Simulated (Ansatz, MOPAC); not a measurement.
Bond stretch in BeH (cation, charge +1), singlet.

- AM1, restricted, heats of formation (MOPAC)
- UKS-BLYP = Ansatz (a first-principles code) with unrestricted BLYP/cc-pVQZ
- RCCSD = CCSD on RHF/cc-pVQZ, frozen core in Ansatz
- FCI = full CI/cc-pVQZ, frozen core in Ansatz

Energies are in mEh, each relative to the lowest point of its own curve near equilibrium.

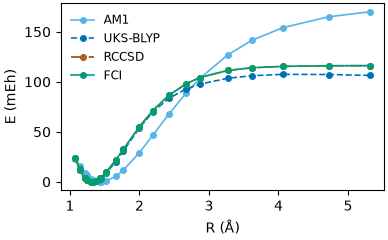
Figure. Energy against bond length for each method.

```json
[
 {"R / Å": "1.08", "AM1": "23.0", "UKS-BLYP": "24.3", "RCCSD": "24.0", "FCI": "24.0"},
 {"R / Å": "1.14", "AM1": "15.4", "UKS-BLYP": "12.4", "RCCSD": "12.0", "FCI": "12.0"},
 {"R / Å": "1.21", "AM1": "8.8", "UKS-BLYP": "4.2", "RCCSD": "3.8", "FCI": "3.8"},
 {"R / Å": "1.24", "AM1": "6.5", "UKS-BLYP": "2.1", "RCCSD": "1.9", "FCI": "1.9"},
 {"R / Å": "1.31", "AM1": "2.7", "UKS-BLYP": "0.0", "RCCSD": "0.0", "FCI": "0.0"},
 {"R / Å": "1.33", "AM1": "1.9", "UKS-BLYP": "0.0", "RCCSD": "0.1", "FCI": "0.1"},
 {"R / Å": "1.38", "AM1": "0.6", "UKS-BLYP": "0.9", "RCCSD": "1.2", "FCI": "1.2"},
 {"R / Å": "1.43", "AM1": "0.0", "UKS-BLYP": "2.8", "RCCSD": "3.4", "FCI": "3.4"},
 {"R / Å": "1.44", "AM1": "0.0", "UKS-BLYP": "3.3", "RCCSD": "3.9", "FCI": "3.9"},
 {"R / Å": "1.52", "AM1": "0.7", "UKS-BLYP": "8.4", "RCCSD": "9.4", "FCI": "9.4"},
 {"R / Å": "1.66", "AM1": "5.5", "UKS-BLYP": "20.3", "RCCSD": "21.8", "FCI": "21.8"},
 {"R / Å": "1.77", "AM1": "11.7", "UKS-BLYP": "31.0", "RCCSD": "32.7", "FCI": "32.7"},
 {"R / Å": "2.00", "AM1": "29.2", "UKS-BLYP": "53.8", "RCCSD": "55.1", "FCI": "55.1"},
 {"R / Å": "2.19", "AM1": "46.3", "UKS-BLYP": "69.6", "RCCSD": "71.1", "FCI": "71.1"},
 {"R / Å": "2.42", "AM1": "67.5", "UKS-BLYP": "83.3", "RCCSD": "86.3", "FCI": "86.3"},
 {"R / Å": "2.67", "AM1": "88.6", "UKS-BLYP": "92.8", "RCCSD": "98.0", "FCI": "98.0"},
 {"R / Å": "2.87", "AM1": "103.4", "UKS-BLYP": "97.7", "RCCSD": "104.3", "FCI": "104.3"},
 {"R / Å": "3.27", "AM1": "126.9", "UKS-BLYP": "103.5", "RCCSD": "111.4", "FCI": "111.4"},
 {"R / Å": "3.62", "AM1": "141.6", "UKS-BLYP": "106.1", "RCCSD": "114.1", "FCI": "114.1"},
 {"R / Å": "4.06", "AM1": "154.1", "UKS-BLYP": "107.4", "RCCSD": "115.4", "FCI": "115.4"},
 {"R / Å": "4.72", "AM1": "164.9", "UKS-BLYP": "107.3", "RCCSD": "116.0", "FCI": "116.0"},
 {"R / Å": "5.31", "AM1": "170.0", "UKS-BLYP": "106.4", "RCCSD": "116.2", "FCI": "116.2"}
]
```

The restricted form behind AM1 keeps the bonding electrons paired and can't separate into open-shell fragments. The unrestricted determinant behind UKS-BLYP is spin-contaminated at 2.00 to 5.31 Å (<S²> up to 0.8, against 0.00 for a pure singlet). With two correlated electrons CCSD is exact in the basis where it finds the lowest root (RCCSD).
